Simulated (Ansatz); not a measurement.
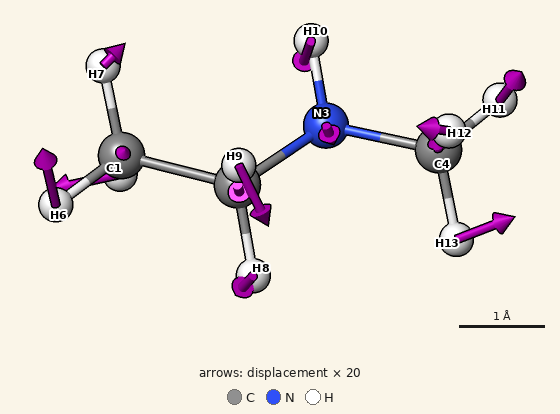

This is a relaxation of C3H9N. The starting structure is drawn; purple arrows show the displacements, magnified 20 times. The two geometries are superimposed by the best rigid fit.

The picture is a ball-and-stick view, seen at a tilt.

The start comes from GFN2-xTB.

All numbers below come from RKS PBE0-D4/def2-TZVP in Ansatz 0.2.0.

Input file:
```yaml
crystal:
  periodic: [false, false, false]
  atoms:
    - {symbol: C, position_ang: [-0.844300, 1.637010, -0.293500]}
    - {symbol: C, position_ang: [-0.564980, 0.238790, 0.238860]}
    - {symbol: N, position_ang: [0.617990, -0.315390, -0.392490]}
    - {symbol: C, position_ang: [0.940130, -1.646530, 0.073910]}
    - {symbol: H, position_ang: [-0.928210, 1.608060, -1.376380]}
    - {symbol: H, position_ang: [-1.771390, 2.021320, 0.123740]}
    - {symbol: H, position_ang: [-0.036340, 2.315950, -0.028080]}
    - {symbol: H, position_ang: [-1.402760, -0.422600, -0.004460]}
    - {symbol: H, position_ang: [-0.475460, 0.270770, 1.341220]}
    - {symbol: H, position_ang: [1.406400, 0.304860, -0.228700]}
    - {symbol: H, position_ang: [1.855770, -1.980990, -0.410140]}
    - {symbol: H, position_ang: [1.072590, -1.711100, 1.165930]}
    - {symbol: H, position_ang: [0.130560, -2.320160, -0.209910]}
basis:
  gaussian: {orbitals: def2-TZVP}
hamiltonian: {xc: pbe0, dispersion: d4}
relax: {f_tol: 0.005, max_steps: 150}
```

Run as
```bash
ansatz run in.yaml --threads 2 --pin off --events-out ev --progress --plain --max-ram 32768MiB --backend cpu
```

Q: Which element moves most?

A: Hydrogen: up to 0.051 Å, against 0.024 Å for carbon.

Q: What did the optimiser do to the structure, and how much energy did it gain?

A: The atom that moves furthest after the best rigid fit is H6 (0.051 Å). Largest moves by element: H 0.051 Å, C 0.024 Å, N 0.019 Å. Near-neighbour distances that change, for instance: C1–C2 1.522 → 1.513 Å, C1–H5 1.087 → 1.092 Å. After 5 geometry steps the energy has fallen by 0.009 eV. The largest force component goes from 0.47 to 0.0018 eV/Å.
